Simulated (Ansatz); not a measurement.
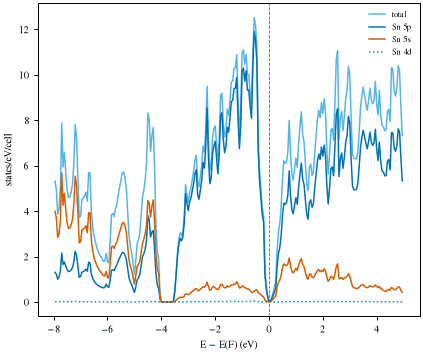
Figure. Total and projected density of states of Sn in space group P4_32_12 (No. 96; Sn on 4a, Sn on 8b), the program Ansatz at the PBE level (PAW)

Which orbitals carry the states next to the Fermi level?

Within 0.5 eV of the Fermi level: Sn 5p 87 %, Sn 5s 12 %. Projections are on Löwdin-orthogonalised atomic valence shells; empty p or d shells of many metals are not among them.

Where is the tallest occupied peak in this window, and what makes it?

Near -0.5 eV, about 13 states/eV per cell; the largest projected share is Sn 5p.

The start of the workflow was typed in or built on a structure type; neither database checked (COD, Materials Project) lists it. It is not the phase usual at ambient conditions (space group No. 141). Symmetry was held in the PBE relaxation; its stability against distortions is not shown here. Scalar-relativistic: spin–orbit coupling is off unless named, which matters more the heavier the elements.

Potentials: the earlier of the program's two PAW sets.
